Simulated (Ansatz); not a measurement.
# A two-dimensional sheet of Ge of the honeycomb type: a line through a two-coordinate scan, part 2 of 2

How does the energy of a two-dimensional sheet of Ge of the honeycomb type (2 atoms in the cell) vary with buckling: height of Ge1 above Ge2, at lattice constant a of the sheet (both vectors scaled alike) = 4.095 Å?

Ansatz 0.2.0; DFT PBE+D3(BJ), scalar-relativistic, plane waves, PAW. The steps go on from the part before.

### Step 8. Point (4.095 Å, 0.733 Å)

Contents of input.yaml:

```yaml
crystal:
  lattice:
    - [4.095, 0.0, 0.0]
    - [-2.0475, 3.5463740285, 0.0]
    - [0.0, 0.0, 28.0]
  atoms:
    - { symbol: Ge, position: [0.3333333333, 0.6666666667, 0.5130892857] }
    - { symbol: Ge, position: [0.6666666667, 0.3333333333, 0.4869107143] }
  periodic: [true, true, false]
basis:
  ecutwfc: 420
kpoints:
  mp_grid: { grid: [12, 12, 1] }
hamiltonian:
  xc: pbe
  pseudopotentials: { kind: paw, azcp: { folder: soft_1 } }
  dispersion: d3bj
scf:
  occupations: { method: gaussian, width: 0.1 }
output:
  forces: true
  stress: true
  eigenvalues: true
  write_density: true
  write_potential: true
  elf: true
  volumetric_format: npy
```

Command:

```
ansatz run input.yaml --threads 1 --pin off --max-ram 3072MiB --backend cpu --events-out ev --progress --plain --runs-dir out
```

The program printed, cut to the lines that bear on the results:

```text
[...]
WARN: The input density's exchange-correlation potential varies sharply where the density is thin. Do not read a vacuum level from v_tot or v_xc, or from such a field of the output density. On a cell that repeats whose density bears no net charge and no dipole along the vacuum's axis use [...]
SCF converged after 7 iterations
Free energy (F): -8589.303521 eV
[...]
E sigma→0 (E₀):  -8589.302738 eV
Entropy (-TS):   -0.001567 eV (-0.784 meV/atom)
Fermi energy:    -4.487216 eV
[...]
--- Forces (eV/Å), atoms counted from 1 ---
  atom   1  Ge    -0.00000000     0.00000000    -0.27364705
  atom   2  Ge     0.00000000     0.00000000     0.27364705
[...]
--- 2D stress c σ (N/m, compression-positive) ---
       -1.236236      -0.000000       0.000000
       -0.000000      -1.236236      -0.000000
        0.000000       0.000000       0.000000
  P = ½ c Tr σ = -1.2362 N/m
--- Band table (eV; the first three rows and the last of 19) ---
  k-point 0: bands = ["-28.9180", "-28.9180", "-28.8742", "-28.8739", "-28.8739", "-28.8271", "-28.7124", "-28.7124", "-28.6758", "-28.6758", "-15.4445", "-8.0631", "-4.8478", "-4.8478", "-4.0410", "-2.2400", "-0.6464", "-0.6464"]
[...]
```

It took 21 s on 1 thread of Arm Neoverse N1, shared host; peak memory 0.52 GiB.

Read from this run: work function 4.49 eV.

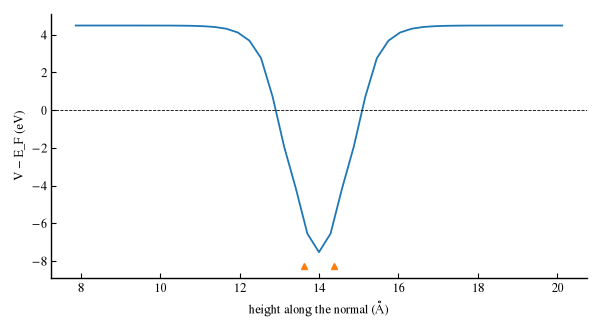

Plane-averaged electrostatic potential energy of an electron across the slab, counted from the Fermi level; triangles mark the atomic planes. The flat parts are the vacuum levels.

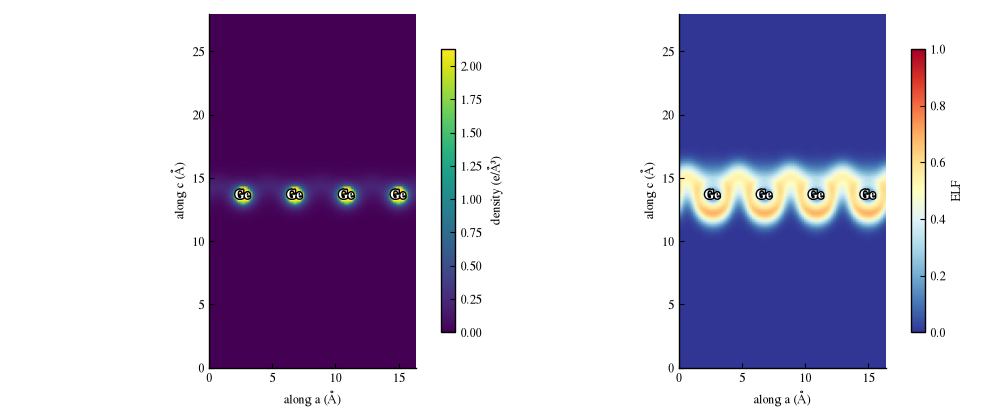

Density (left) and ELF (right) in a lattice plane of the grid's cell (edges 4.10 and 28.00 Å, at 0.333 of the third edge), which holds Ge. Only atoms in the plane are labelled; the density scale stops at 2.13 e/Å³. Both are smooth fields of the valence electrons: close to the nuclei they are not physical.

Maxima of ELF outside the ion cores: 0.74 on the Ge–Ge line, 1.2 Å from Ge; 0.69 beside Ge, off the lines to its neighbours, 1.4 Å from Ge.

### Step 9. Grid point (4.095 Å, 0.880 Å)

input.yaml: that of step 8 with these lines changed.

```diff
@@ -6,4 +6,4 @@
   atoms:
-    - { symbol: Ge, position: [0.3333333333, 0.6666666667, 0.5130892857] }
-    - { symbol: Ge, position: [0.6666666667, 0.3333333333, 0.4869107143] }
+    - { symbol: Ge, position: [0.3333333333, 0.6666666667, 0.5157142857] }
+    - { symbol: Ge, position: [0.6666666667, 0.3333333333, 0.4842857143] }
   periodic: [true, true, false]
```

Command:

```
ansatz run input.yaml --threads 1 --pin off --max-ram 3072MiB --backend cpu --events-out ev --progress --plain --runs-dir out
```

The program printed, cut to the lines that bear on the results:

```text
[...]
WARN: The input density's exchange-correlation potential varies sharply where the density is thin. Do not read a vacuum level from v_tot or v_xc, or from such a field of the output density. On a cell that repeats whose density bears no net charge and no dipole along the vacuum's axis use [...]
SCF converged after 7 iterations
Free energy (F): -8589.217215 eV
[...]
E sigma→0 (E₀):  -8589.216200 eV
Entropy (-TS):   -0.002030 eV (-1.015 meV/atom)
Fermi energy:    -4.451384 eV
[...]
--- Forces (eV/Å), atoms counted from 1 ---
  atom   1  Ge    -0.00000000     0.00000000    -0.87886405
  atom   2  Ge     0.00000000     0.00000000     0.87886405
[...]
--- 2D stress c σ (N/m, compression-positive) ---
       -1.563684      -0.000000       0.000000
        0.000000      -1.563684       0.000000
        0.000000       0.000000       0.000000
  P = ½ c Tr σ = -1.5637 N/m
--- Band table (eV; the first three rows and the last of 19) ---
  k-point 0: bands = ["-28.7352", "-28.7352", "-28.6825", "-28.6825", "-28.6778", "-28.6747", "-28.5327", "-28.5327", "-28.4951", "-28.4951", "-15.0827", "-8.2794", "-4.4265", "-4.4265", "-3.5239", "-2.5320", "-0.4630", "-0.4630"]
[...]
```

It took 20 s on 1 thread of Arm Neoverse N1, shared host; peak memory 0.52 GiB.

Read from this run: work function 4.45 eV.

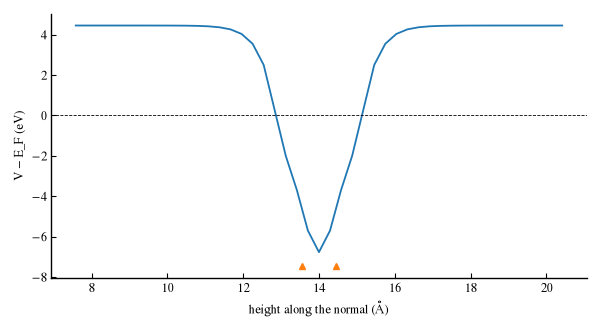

Plane-averaged electrostatic potential energy of an electron across the slab, counted from the Fermi level; triangles mark the atomic planes. The flat parts are the vacuum levels.

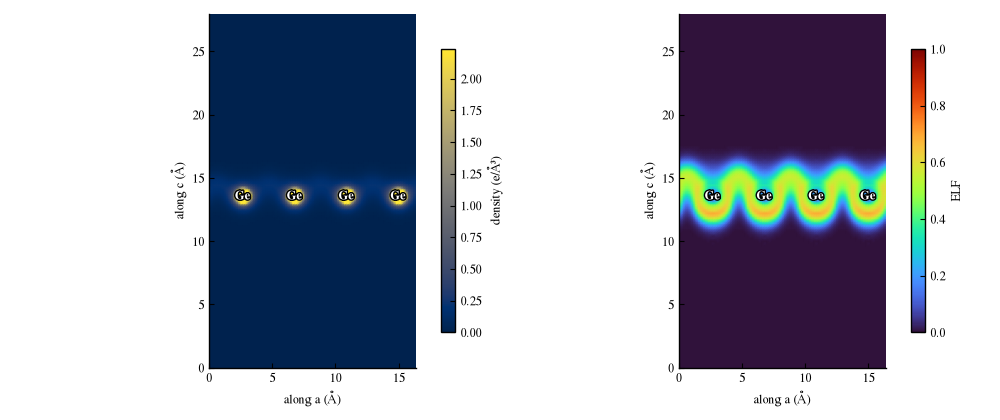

Density (left) and ELF (right) in a lattice plane of the grid's cell (edges 4.10 and 28.00 Å, at 0.333 of the third edge), which holds Ge. Only atoms in the plane are labelled; the density scale stops at 2.23 e/Å³. Both are smooth fields of the valence electrons: close to the nuclei they are not physical.

The highest ELF values outside the cores: 0.74 on the Ge–Ge line, 1.3 Å from Ge; 0.69 beside Ge, off the lines to its neighbours, 1.4 Å from Ge.

### Step 10. Point (4.095 Å, 1.026 Å)

Contents of input.yaml:

```yaml
crystal:
  lattice:
    - [4.095, 0.0, 0.0]
    - [-2.0475, 3.5463740285, 0.0]
    - [0.0, 0.0, 28.0]
  atoms:
    - { symbol: Ge, position: [0.3333333333, 0.6666666667, 0.5183214286] }
    - { symbol: Ge, position: [0.6666666667, 0.3333333333, 0.4816785714] }
  periodic: [true, true, false]
basis:
  ecutwfc: 420
kpoints:
  mp_grid: { grid: [12, 12, 1] }
hamiltonian:
  xc: pbe
  pseudopotentials: { kind: paw, azcp: { folder: soft_1 } }
  dispersion: d3bj
scf:
  occupations: { method: gaussian, width: 0.1 }
output:
  forces: true
  stress: true
  eigenvalues: true
```

Command:

```
ansatz run input.yaml --threads 1 --pin off --max-ram 3072MiB --backend cpu --events-out ev --progress --plain --runs-dir out
```

The program printed, cut to the lines that bear on the results:

```text
Warning: RAYON_NUM_THREADS=1 ignored (pool sized by the plan → 1); use --threads N
[...]
[... 3 set-up lines as earlier in the session ...]
[...]
Crystal: 2 atoms, lattice volume = 406.627 Å³
Basis set: ecut = 420 eV, 7917 PW (Γ), exchange–correlation on 60×60×384 points (8 copies of the dense FFT grid, shifted against one another)
Bands: 18, of which v1, the nominal top of the filled ones, is band 14 counted from 1 (13 counted from 0)
[... 2 set-up lines as earlier in the session ...]
k-points: 19 of 144
[...]
SCF iter   1: F=—  HF=-8589.229205 eV  |F-HF|=—  |Δ(HF+E_count)|=         —  Δρ=9.59e-3  dr2=6.28e-1  ethr=2.22e-3  ⟨swp⟩=1.1  Hψ=2522  notcnv=0
[...]
SCF iter   8: F=-8589.046283 eV  HF=-8589.046283 eV  |F-HF|=1.31e-8  |Δ(HF+E_count)|=   1.08e-8  Δρ=5.62e-7  dr2=2.23e-9  ethr=3.57e-10  ⟨swp⟩=6.9  Hψ=1375  notcnv=0
[...]
SCF converged after 8 iterations
Free energy (F): -8589.046283 eV
[...]
E sigma→0 (E₀):  -8589.042736 eV
Entropy (-TS):   -0.007093 eV (-3.547 meV/atom)
Fermi energy:    -4.229108 eV
[...]
--- Forces (eV/Å), atoms counted from 1 ---
  atom   1  Ge    -0.00000000     0.00000000    -1.37606685
  atom   2  Ge     0.00000000     0.00000000     1.37606685
[...]
--- 2D stress c σ (N/m, compression-positive) ---
       -1.872382       0.000000       0.000000
       -0.000000      -1.872382      -0.000000
        0.000000       0.000000       0.000000
  P = ½ c Tr σ = -1.8724 N/m
--- Band table (eV; the first three rows and the last of 19) ---
  k-point 0: bands = ["-28.6245", "-28.6245", "-28.5849", "-28.5654", "-28.5654", "-28.5583", "-28.4329", "-28.4329", "-28.3992", "-28.3992", "-14.7604", "-8.5288", "-4.0509", "-4.0509", "-3.0816", "-2.8365", "-0.3501", "-0.3501"]
[...]
```

It took 18 s on 1 thread of Arm Neoverse N1, shared host; peak memory 0.53 GiB.

Read from this run: work function 4.23 eV.

### Step 11. Results

This closing draws on all 2 parts.

```
buckling: height of Ge1 above Ge2 (Å)  step  energy (meV/atom)  slope (meV/atom per Å)  work function of the top face (eV)
                                0.000     –                118                       0                                4.71
                                0.147     3                105                    −177                                4.63
                                0.293     4                 70                    −281                                4.47
                                0.440     6                 28                    −261                                4.47
                                0.587     7                  0                    −107                                4.49
                                0.733     8               0.17                     137                                4.49
                                0.880     9                 43                     439                                4.45
                                1.026    10                129                     688                                4.23
```

Energies count from the lowest point of the line. Rows without a step come from runs not printed here or follow by symmetry. Slopes come from the forces (and the stress, where the cell changes), not from differences of energies.

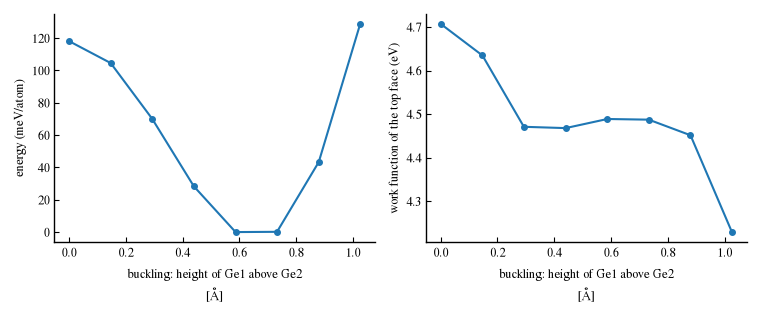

Energy and work function of the top face along the line.

```
                                                                                               run        outcome
step 5, run with occupations.method tetrahedron, ecutwfc left out, width left out (against step 4)  -0.8 meV/atom
```

**Reading.** Of the points computed the energy is lowest at 0.587 Å. Energies and slopes round the minimum, fitted together, put the minimum at 0.6634 Å, with a curvature of about 1600 meV/atom per Å². The highest point computed, at 1.026 Å, lies 129 meV/atom above the lowest. This is one cut through a surface in two coordinates; the map's lowest point lies off it.
